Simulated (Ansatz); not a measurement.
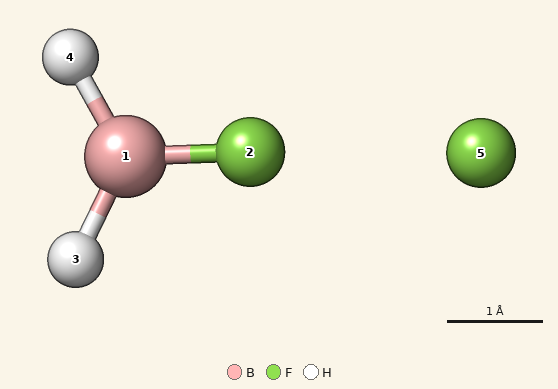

Fig. 1: The structure as given in the input (ball-and-stick view, seen on its broad side; atoms are numbered from 1 in the order of the input).

## Run report: BH₂F₂, molecular dynamics (part 1 of 5)

- system: BH₂F₂, multiplicity 2
- method: UKS B3LYP-D4/def2-SVP (Ansatz 0.2.0)

It belongs to a series of runs on one base structure; here: dynamics from the highest image of the converged band. Figures and captions count atoms from 1; the log counts them from 0 in places.

Log:
```
Engine: ansatz 0.2.0, aarch64-unknown-linux-gnu
Functional definition: B3LYP
  parameter a0 = 0.2
  parameter ax = 0.72
  parameter ac = 0.81
  exchange = (1 - a0 - ax)*slater_x + ax*b88_x + a0*exact_x
  correlation = (1 - ac)*vwn_rpa_c + ac*lyp_c
548 factors; integrals over basis functions are off by at most 5.9e-4 eV
mean field evaluation 1: about -6125.4948 eV, gradient 3.6e1 eV
mean field evaluation 2: about -5766.3975 eV, gradient 1.3e2 eV
mean field evaluation 4: about -6134.0728 eV, gradient 2.0e1 eV
mean field evaluation 8: about -6135.3717 eV, gradient 1.9e0 eV
mean field evaluation 16: about -6135.4001 eV, gradient 2.1e-1 eV
mean field evaluation 32: about -6135.4743 eV, gradient 8.3e-6 eV
mean field -6135.47425452 eV, -225.4745200799 hartree, gradient 2.1e-7 eV, S^2 0.750996; 4 other end points of the search recorded, 0 dependent functions left out
the calculation of the forces begins
reference -6135.47442828 eV, -225.4745264655 hartree; 13, 12 occupied and 39, 40 virtual orbitals, 548 factors
md step     0: t =     0.00 fs  T =   100.0 K  F+E_penalty+E_count = -6135.51987555 eV  E_kin = 0.038778 eV  conserved = -6135.48109755 eV  (192 SCF iters)
these checks for a lower state are left out or cut short: starts, cluster_reference, orbital_swaps, neighbouring_geometries, increment
548 factors; integrals over basis functions are off by at most 5.9e-4 eV
mean field evaluation 64: about -6135.4735 eV, gradient 1.5e-5 eV
mean field -6135.47352014 eV, -225.4744930917 hartree, gradient 1.6e-7 eV, S^2 0.750997; 0 other end points of the search recorded, 0 dependent functions left out
the calculation of the forces begins
reference -6135.47369362 eV, -225.4744994671 hartree; 13, 12 occupied and 39, 40 virtual orbitals, 548 factors
md step     1: t =     0.50 fs  T =    98.1 K  F+E_penalty+E_count = -6135.51912929 eV  E_kin = 0.038040 eV  conserved = -6135.48108974 eV  (97 SCF iters)
[... from here on the SCF iterations and repeated set-up lines of each step are left out, up to the last step ...]
md step     2: t =     1.00 fs  T =    92.7 K  F+E_penalty+E_count = -6135.51699686 eV  E_kin = 0.035929 eV  conserved = -6135.48106831 eV  (96 SCF iters)
md step     3: t =     1.50 fs  T =    84.5 K  F+E_penalty+E_count = -6135.51381673 eV  E_kin = 0.032779 eV  conserved = -6135.48103740 eV  (96 SCF iters)
md step     4: t =     2.00 fs  T =    75.0 K  F+E_penalty+E_count = -6135.51007566 eV  E_kin = 0.029072 eV  conserved = -6135.48100351 eV  (96 SCF iters)
md step     5: t =     2.50 fs  T =    65.3 K  F+E_penalty+E_count = -6135.50630611 eV  E_kin = 0.025332 eV  conserved = -6135.48097402 eV  (96 SCF iters)
md step     6: t =     3.00 fs  T =    56.8 K  F+E_penalty+E_count = -6135.50297126 eV  E_kin = 0.022016 eV  conserved = -6135.48095511 eV  (92 SCF iters)
md step     7: t =     3.50 fs  T =    50.1 K  F+E_penalty+E_count = -6135.50036832 eV  E_kin = 0.019418 eV  conserved = -6135.48095006 eV  (92 SCF iters)
md step     8: t =     4.00 fs  T =    45.4 K  F+E_penalty+E_count = -6135.49857768 eV  E_kin = 0.017619 eV  conserved = -6135.48095826 eV  (94 SCF iters)
md step     9: t =     4.50 fs  T =    42.5 K  F+E_penalty+E_count = -6135.49747169 eV  E_kin = 0.016496 eV  conserved = -6135.48097557 eV  (90 SCF iters)
md step    10: t =     5.00 fs  T =    40.7 K  F+E_penalty+E_count = -6135.49677880 eV  E_kin = 0.015783 eV  conserved = -6135.48099570 eV  (95 SCF iters)
md step    11: t =     5.50 fs  T =    39.1 K  F+E_penalty+E_count = -6135.49618155 eV  E_kin = 0.015169 eV  conserved = -6135.48101211 eV  (90 SCF iters)
md step    12: t =     6.00 fs  T =    37.1 K  F+E_penalty+E_count = -6135.49541866 eV  E_kin = 0.014399 eV  conserved = -6135.48101988 eV  (90 SCF iters)
md step    13: t =     6.50 fs  T =    34.4 K  F+E_penalty+E_count = -6135.49436292 eV  E_kin = 0.013346 eV  conserved = -6135.48101681 eV  (104 SCF iters)
md step    14: t =     7.00 fs  T =    31.1 K  F+E_penalty+E_count = -6135.49305703 eV  E_kin = 0.012053 eV  conserved = -6135.48100366 eV  (93 SCF iters)
md step    15: t =     7.50 fs  T =    27.6 K  F+E_penalty+E_count = -6135.49170278 eV  E_kin = 0.010719 eV  conserved = -6135.48098368 eV  (52 SCF iters)
md step    16: t =     8.00 fs  T =    24.9 K  F+E_penalty+E_count = -6135.49061113 eV  E_kin = 0.009650 eV  conserved = -6135.48096157 eV  (49 SCF iters)
md step    17: t =     8.50 fs  T =    23.7 K  F+E_penalty+E_count = -6135.49012830 eV  E_kin = 0.009186 eV  conserved = -6135.48094240 eV  (89 SCF iters)
md step    18: t =     9.00 fs  T =    24.8 K  F+E_penalty+E_count = -6135.49055548 eV  E_kin = 0.009625 eV  conserved = -6135.48093061 eV  (67 SCF iters)
md step    19: t =     9.50 fs  T =    28.8 K  F+E_penalty+E_count = -6135.49207829 eV  E_kin = 0.011149 eV  conserved = -6135.48092921 eV  (58 SCF iters)
md step    20: t =    10.00 fs  T =    35.5 K  F+E_penalty+E_count = -6135.49471831 eV  E_kin = 0.013779 eV  conserved = -6135.48093937 eV  (56 SCF iters)
md step    21: t =    10.50 fs  T =    44.8 K  F+E_penalty+E_count = -6135.49831446 eV  E_kin = 0.017354 eV  conserved = -6135.48096019 eV  (52 SCF iters)
md step    22: t =    11.00 fs  T =    55.6 K  F+E_penalty+E_count = -6135.50253736 eV  E_kin = 0.021549 eV  conserved = -6135.48098882 eV  (89 SCF iters)
md step    23: t =    11.50 fs  T =    66.8 K  F+E_penalty+E_count = -6135.50693502 eV  E_kin = 0.025914 eV  conserved = -6135.48102082 eV  (90 SCF iters)
md step    24: t =    12.00 fs  T =    77.2 K  F+E_penalty+E_count = -6135.51100393 eV  E_kin = 0.029953 eV  conserved = -6135.48105081 eV  (89 SCF iters)
md step    25: t =    12.50 fs  T =    85.6 K  F+E_penalty+E_count = -6135.51427446 eV  E_kin = 0.033201 eV  conserved = -6135.48107342 eV  (89 SCF iters)
md step    26: t =    13.00 fs  T =    91.1 K  F+E_penalty+E_count = -6135.51639557 eV  E_kin = 0.035311 eV  conserved = -6135.48108439 eV  (88 SCF iters)
md step    27: t =    13.50 fs  T =    93.1 K  F+E_penalty+E_count = -6135.51720109 eV  E_kin = 0.036119 eV  conserved = -6135.48108168 eV  (105 SCF iters)
md step    28: t =    14.00 fs  T =    92.0 K  F+E_penalty+E_count = -6135.51674080 eV  E_kin = 0.035675 eV  conserved = -6135.48106618 eV  (89 SCF iters)
md step    29: t =    14.50 fs  T =    88.3 K  F+E_penalty+E_count = -6135.51526496 eV  E_kin = 0.034223 eV  conserved = -6135.48104181 eV  (86 SCF iters)
md step    30: t =    15.00 fs  T =    82.9 K  F+E_penalty+E_count = -6135.51316194 eV  E_kin = 0.032147 eV  conserved = -6135.48101471 eV  (93 SCF iters)
md step    31: t =    15.50 fs  T =    77.0 K  F+E_penalty+E_count = -6135.51086163 eV  E_kin = 0.029870 eV  conserved = -6135.48099168 eV  (96 SCF iters)
md step    32: t =    16.00 fs  T =    71.6 K  F+E_penalty+E_count = -6135.50872941 eV  E_kin = 0.027751 eV  conserved = -6135.48097820 eV  (89 SCF iters)
md step    33: t =    16.50 fs  T =    67.1 K  F+E_penalty+E_count = -6135.50698063 eV  E_kin = 0.026004 eV  conserved = -6135.48097682 eV  (90 SCF iters)
md step    34: t =    17.00 fs  T =    63.6 K  F+E_penalty+E_count = -6135.50564097 eV  E_kin = 0.024655 eV  conserved = -6135.48098640 eV  (91 SCF iters)
md step    35: t =    17.50 fs  T =    60.8 K  F+E_penalty+E_count = -6135.50456364 eV  E_kin = 0.023561 eV  conserved = -6135.48100262 eV  (89 SCF iters)
md step    36: t =    18.00 fs  T =    58.0 K  F+E_penalty+E_count = -6135.50349668 eV  E_kin = 0.022477 eV  conserved = -6135.48101937 eV  (89 SCF iters)
md step    37: t =    18.50 fs  T =    54.5 K  F+E_penalty+E_count = -6135.50217759 eV  E_kin = 0.021147 eV  conserved = -6135.48103072 eV  (89 SCF iters)
md step    38: t =    19.00 fs  T =    50.0 K  F+E_penalty+E_count = -6135.50042630 eV  E_kin = 0.019394 eV  conserved = -6135.48103259 eV  (90 SCF iters)
md step    39: t =    19.50 fs  T =    44.3 K  F+E_penalty+E_count = -6135.49821015 eV  E_kin = 0.017187 eV  conserved = -6135.48102363 eV  (104 SCF iters)
md step    40: t =    20.00 fs  T =    37.8 K  F+E_penalty+E_count = -6135.49566601 eV  E_kin = 0.014661 eV  conserved = -6135.48100538 eV  (88 SCF iters)
md step    41: t =    20.50 fs  T =    31.2 K  F+E_penalty+E_count = -6135.49307756 eV  E_kin = 0.012096 eV  conserved = -6135.48098159 eV  (93 SCF iters)
md step    42: t =    21.00 fs  T =    25.4 K  F+E_penalty+E_count = -6135.49081710 eV  E_kin = 0.009860 eV  conserved = -6135.48095718 eV  (133 SCF iters)
md step    43: t =    21.50 fs  T =    21.5 K  F+E_penalty+E_count = -6135.48926808 eV  E_kin = 0.008331 eV  conserved = -6135.48093706 eV  (87 SCF iters)
md step    44: t =    22.00 fs  T =    20.2 K  F+E_penalty+E_count = -6135.48874614 eV  E_kin = 0.007821 eV  conserved = -6135.48092552 eV  (104 SCF iters)
md step    45: t =    22.50 fs  T =    21.9 K  F+E_penalty+E_count = -6135.48943295 eV  E_kin = 0.008508 eV  conserved = -6135.48092502 eV  (47 SCF iters)
md step    46: t =    23.00 fs  T =    26.8 K  F+E_penalty+E_count = -6135.49133566 eV  E_kin = 0.010400 eV  conserved = -6135.48093616 eV  (49 SCF iters)
md step    47: t =    23.50 fs  T =    34.3 K  F+E_penalty+E_count = -6135.49427696 eV  E_kin = 0.013319 eV  conserved = -6135.48095751 eV  (89 SCF iters)
md step    48: t =    24.00 fs  T =    43.7 K  F+E_penalty+E_count = -6135.49791762 eV  E_kin = 0.016932 eV  conserved = -6135.48098581 eV  (90 SCF iters)
md step    49: t =    24.50 fs  T =    53.6 K  F+E_penalty+E_count = -6135.50180867 eV  E_kin = 0.020792 eV  conserved = -6135.48101643 eV  (92 SCF iters)
md step    50: t =    25.00 fs  T =    63.0 K  F+E_penalty+E_count = -6135.50546556 eV  E_kin = 0.024421 eV  conserved = -6135.48104415 eV  (93 SCF iters)
md step    51: t =    25.50 fs  T =    70.6 K  F+E_penalty+E_count = -6135.50845227 eV  E_kin = 0.027389 eV  conserved = -6135.48106371 eV  (92 SCF iters)
md step    52: t =    26.00 fs  T =    75.8 K  F+E_penalty+E_count = -6135.51046153 eV  E_kin = 0.029390 eV  conserved = -6135.48107151 eV  (92 SCF iters)
md step    53: t =    26.50 fs  T =    78.2 K  F+E_penalty+E_count = -6135.51137214 eV  E_kin = 0.030306 eV  conserved = -6135.48106617 eV  (89 SCF iters)
md step    54: t =    27.00 fs  T =    77.9 K  F+E_penalty+E_count = -6135.51126975 eV  E_kin = 0.030221 eV  conserved = -6135.48104923 eV  (105 SCF iters)
md step    55: t =    27.50 fs  T =    75.8 K  F+E_penalty+E_count = -6135.51042137 eV  E_kin = 0.029396 eV  conserved = -6135.48102510 eV  (87 SCF iters)
md step    56: t =    28.00 fs  T =    72.7 K  F+E_penalty+E_count = -6135.50920569 eV  E_kin = 0.028206 eV  conserved = -6135.48100010 eV  (87 SCF iters)
md step    57: t =    28.50 fs  T =    69.7 K  F+E_penalty+E_count = -6135.50801378 eV  E_kin = 0.027033 eV  conserved = -6135.48098087 eV  (92 SCF iters)
md step    58: t =    29.00 fs  T =    67.5 K  F+E_penalty+E_count = -6135.50714561 eV  E_kin = 0.026173 eV  conserved = -6135.48097246 eV  (89 SCF iters)
md step    59: t =    29.50 fs  T =    66.4 K  F+E_penalty+E_count = -6135.50673179 eV  E_kin = 0.025755 eV  conserved = -6135.48097677 eV  (86 SCF iters)
md step    60: t =    30.00 fs  T =    66.3 K  F+E_penalty+E_count = -6135.50670386 eV  E_kin = 0.025712 eV  conserved = -6135.48099203 eV  (85 SCF iters)
md step    61: t =    30.50 fs  T =    66.6 K  F+E_penalty+E_count = -6135.50682212 eV  E_kin = 0.025809 eV  conserved = -6135.48101333 eV  (84 SCF iters)
md step    62: t =    31.00 fs  T =    66.3 K  F+E_penalty+E_count = -6135.50675175 eV  E_kin = 0.025718 eV  conserved = -6135.48103419 eV  (106 SCF iters)
md step    63: t =    31.50 fs  T =    64.8 K  F+E_penalty+E_count = -6135.50616380 eV  E_kin = 0.025115 eV  conserved = -6135.48104846 eV  (86 SCF iters)
md step    64: t =    32.00 fs  T =    61.3 K  F+E_penalty+E_count = -6135.50483152 eV  E_kin = 0.023780 eV  conserved = -6135.48105196 eV  (87 SCF iters)
md step    65: t =    32.50 fs  T =    55.8 K  F+E_penalty+E_count = -6135.50269664 eV  E_kin = 0.021653 eV  conserved = -6135.48104336 eV  (87 SCF iters)
md step    66: t =    33.00 fs  T =    48.7 K  F+E_penalty+E_count = -6135.49989125 eV  E_kin = 0.018867 eV  conserved = -6135.48102424 eV  (85 SCF iters)
md step    67: t =    33.50 fs  T =    40.5 K  F+E_penalty+E_count = -6135.49671396 eV  E_kin = 0.015716 eV  conserved = -6135.48099844 eV  (87 SCF iters)
md step    68: t =    34.00 fs  T =    32.5 K  F+E_penalty+E_count = -6135.49357022 eV  E_kin = 0.012599 eV  conserved = -6135.48097101 eV  (87 SCF iters)
md step    69: t =    34.50 fs  T =    25.6 K  F+E_penalty+E_count = -6135.49089259 eV  E_kin = 0.009945 eV  conserved = -6135.48094714 eV  (84 SCF iters)
md step    70: t =    35.00 fs  T =    21.0 K  F+E_penalty+E_count = -6135.48905850 eV  E_kin = 0.008127 eV  conserved = -6135.48093117 eV  (85 SCF iters)
md step    71: t =    35.50 fs  T =    19.1 K  F+E_penalty+E_count = -6135.48832074 eV  E_kin = 0.007395 eV  conserved = -6135.48092594 eV  (84 SCF iters)
md step    72: t =    36.00 fs  T =    20.2 K  F+E_penalty+E_count = -6135.48876214 eV  E_kin = 0.007830 eV  conserved = -6135.48093237 eV  (85 SCF iters)
md step    73: t =    36.50 fs  T =    24.1 K  F+E_penalty+E_count = -6135.49028108 eV  E_kin = 0.009332 eV  conserved = -6135.48094930 eV  (105 SCF iters)
md step    74: t =    37.00 fs  T =    30.0 K  F+E_penalty+E_count = -6135.49261001 eV  E_kin = 0.011636 eV  conserved = -6135.48097369 eV  (86 SCF iters)
md step    75: t =    37.50 fs  T =    37.0 K  F+E_penalty+E_count = -6135.49536446 eV  E_kin = 0.014363 eV  conserved = -6135.48100100 eV  (49 SCF iters)
md step    76: t =    38.00 fs  T =    44.1 K  F+E_penalty+E_count = -6135.49811541 eV  E_kin = 0.017089 eV  conserved = -6135.48102597 eV  (47 SCF iters)
md step    77: t =    38.50 fs  T =    50.1 K  F+E_penalty+E_count = -6135.50047309 eV  E_kin = 0.019430 eV  conserved = -6135.48104355 eV  (48 SCF iters)
md step    78: t =    39.00 fs  T =    54.5 K  F+E_penalty+E_count = -6135.50216624 eV  E_kin = 0.021116 eV  conserved = -6135.48105008 eV  (48 SCF iters)
md step    79: t =    39.50 fs  T =    56.9 K  F+E_penalty+E_count = -6135.50309872 eV  E_kin = 0.022054 eV  conserved = -6135.48104431 eV  (48 SCF iters)
md step    80: t =    40.00 fs  T =    57.6 K  F+E_penalty+E_count = -6135.50336769 eV  E_kin = 0.022340 eV  conserved = -6135.48102805 eV  (48 SCF iters)
md step    81: t =    40.50 fs  T =    57.3 K  F+E_penalty+E_count = -6135.50323394 eV  E_kin = 0.022228 eV  conserved = -6135.48100599 eV  (48 SCF iters)
md step    82: t =    41.00 fs  T =    56.9 K  F+E_penalty+E_count = -6135.50304760 eV  E_kin = 0.022063 eV  conserved = -6135.48098465 eV  (48 SCF iters)
md step    83: t =    41.50 fs  T =    57.2 K  F+E_penalty+E_count = -6135.50314556 eV  E_kin = 0.022175 eV  conserved = -6135.48097065 eV  (48 SCF iters)
md step    84: t =    42.00 fs  T =    58.7 K  F+E_penalty+E_count = -6135.50374867 eV  E_kin = 0.022780 eV  conserved = -6135.48096865 eV  (48 SCF iters)
md step    85: t =    42.50 fs  T =    61.7 K  F+E_penalty+E_count = -6135.50488928 eV  E_kin = 0.023909 eV  conserved = -6135.48097987 eV  (48 SCF iters)
md step    86: t =    43.00 fs  T =    65.5 K  F+E_penalty+E_count = -6135.50639242 eV  E_kin = 0.025391 eV  conserved = -6135.48100166 eV  (48 SCF iters)
md step    87: t =    43.50 fs  T =    69.3 K  F+E_penalty+E_count = -6135.50791717 eV  E_kin = 0.026889 eV  conserved = -6135.48102828 eV  (84 SCF iters)
md step    88: t =    44.00 fs  T =    72.2 K  F+E_penalty+E_count = -6135.50904576 eV  E_kin = 0.027993 eV  conserved = -6135.48105270 eV  (86 SCF iters)
md step    89: t =    44.50 fs  T =    73.0 K  F+E_penalty+E_count = -6135.50939351 eV  E_kin = 0.028325 eV  conserved = -6135.48106859 eV  (85 SCF iters)
md step    90: t =    45.00 fs  T =    71.3 K  F+E_penalty+E_count = -6135.50870822 eV  E_kin = 0.027636 eV  conserved = -6135.48107194 eV  (86 SCF iters)
md step    91: t =    45.50 fs  T =    66.7 K  F+E_penalty+E_count = -6135.50693367 eV  E_kin = 0.025872 eV  conserved = -6135.48106192 eV  (86 SCF iters)
md step    92: t =    46.00 fs  T =    59.8 K  F+E_penalty+E_count = -6135.50422426 eV  E_kin = 0.023184 eV  conserved = -6135.48104069 eV  (85 SCF iters)
md step    93: t =    46.50 fs  T =    51.3 K  F+E_penalty+E_count = -6135.50091213 eV  E_kin = 0.019900 eV  conserved = -6135.48101262 eV  (85 SCF iters)
md step    94: t =    47.00 fs  T =    42.4 K  F+E_penalty+E_count = -6135.49743881 eV  E_kin = 0.016456 eV  conserved = -6135.48098319 eV  (85 SCF iters)
md step    95: t =    47.50 fs  T =    34.3 K  F+E_penalty+E_count = -6135.49426899 eV  E_kin = 0.013311 eV  conserved = -6135.48095767 eV  (85 SCF iters)
md step    96: t =    48.00 fs  T =    28.0 K  F+E_penalty+E_count = -6135.49180526 eV  E_kin = 0.010865 eV  conserved = -6135.48094062 eV  (87 SCF iters)
md step    97: t =    48.50 fs  T =    24.2 K  F+E_penalty+E_count = -6135.49031799 eV  E_kin = 0.009383 eV  conserved = -6135.48093461 eV  (84 SCF iters)
md step    98: t =    49.00 fs  T =    23.1 K  F+E_penalty+E_count = -6135.48990291 eV  E_kin = 0.008963 eV  conserved = -6135.48094025 eV  (83 SCF iters)
md step    99: t =    49.50 fs  T =    24.5 K  F+E_penalty+E_count = -6135.49047077 eV  E_kin = 0.009515 eV  conserved = -6135.48095608 eV  (84 SCF iters)
md step   100: t =    50.00 fs  T =    27.8 K  F+E_penalty+E_count = -6135.49177084 eV  E_kin = 0.010792 eV  conserved = -6135.48097882 eV  (85 SCF iters)
md step   101: t =    50.50 fs  T =    32.1 K  F+E_penalty+E_count = -6135.49344392 eV  E_kin = 0.012440 eV  conserved = -6135.48100377 eV  (84 SCF iters)
md step   102: t =    51.00 fs  T =    36.3 K  F+E_penalty+E_count = -6135.49509735 eV  E_kin = 0.014072 eV  conserved = -6135.48102563 eV  (84 SCF iters)
md step   103: t =    51.50 fs  T =    39.6 K  F+E_penalty+E_count = -6135.49638887 eV  E_kin = 0.015349 eV  conserved = -6135.48103955 eV  (104 SCF iters)
md step   104: t =    52.00 fs  T =    41.4 K  F+E_penalty+E_count = -6135.49710344 eV  E_kin = 0.016061 eV  conserved = -6135.48104225 eV  (86 SCF iters)
md step   105: t =    52.50 fs  T =    41.7 K  F+E_penalty+E_count = -6135.49720468 eV  E_kin = 0.016172 eV  conserved = -6135.48103271 eV  (84 SCF iters)
md step   106: t =    53.00 fs  T =    40.8 K  F+E_penalty+E_count = -6135.49684741 eV  E_kin = 0.015834 eV  conserved = -6135.48101322 eV  (49 SCF iters)
md step   107: t =    53.50 fs  T =    39.6 K  F+E_penalty+E_count = -6135.49634129 eV  E_kin = 0.015352 eV  conserved = -6135.48098881 eV  (48 SCF iters)
md step   108: t =    54.00 fs  T =    39.0 K  F+E_penalty+E_count = -6135.49607095 eV  E_kin = 0.015105 eV  conserved = -6135.48096629 eV  (83 SCF iters)
md step   109: t =    54.50 fs  T =    39.8 K  F+E_penalty+E_count = -6135.49638952 eV  E_kin = 0.015437 eV  conserved = -6135.48095237 eV  (84 SCF iters)
md step   110: t =    55.00 fs  T =    42.7 K  F+E_penalty+E_count = -6135.49751365 eV  E_kin = 0.016562 eV  conserved = -6135.48095177 eV  (83 SCF iters)
md step   111: t =    55.50 fs  T =    47.7 K  F+E_penalty+E_count = -6135.49945073 eV  E_kin = 0.018485 eV  conserved = -6135.48096563 eV  (83 SCF iters)
md step   112: t =    56.00 fs  T =    54.1 K  F+E_penalty+E_count = -6135.50198114 eV  E_kin = 0.020990 eV  conserved = -6135.48099114 eV  (83 SCF iters)
md step   113: t =    56.50 fs  T =    61.1 K  F+E_penalty+E_count = -6135.50470233 eV  E_kin = 0.023680 eV  conserved = -6135.48102232 eV  (83 SCF iters)
md step   114: t =    57.00 fs  T =    67.2 K  F+E_penalty+E_count = -6135.50712211 eV  E_kin = 0.026070 eV  conserved = -6135.48105179 eV  (85 SCF iters)
md step   115: t =    57.50 fs  T =    71.4 K  F+E_penalty+E_count = -6135.50877417 eV  E_kin = 0.027701 eV  conserved = -6135.48107278 eV  (47 SCF iters)
md step   116: t =    58.00 fs  T =    72.8 K  F+E_penalty+E_count = -6135.50932429 eV  E_kin = 0.028243 eV  conserved = -6135.48108088 eV  (48 SCF iters)
md step   117: t =    58.50 fs  T =    71.1 K  F+E_penalty+E_count = -6135.50864079 eV  E_kin = 0.027566 eV  conserved = -6135.48107479 eV  (48 SCF iters)
md step   118: t =    59.00 fs  T =    66.4 K  F+E_penalty+E_count = -6135.50681565 eV  E_kin = 0.025759 eV  conserved = -6135.48105639 eV  (47 SCF iters)
```
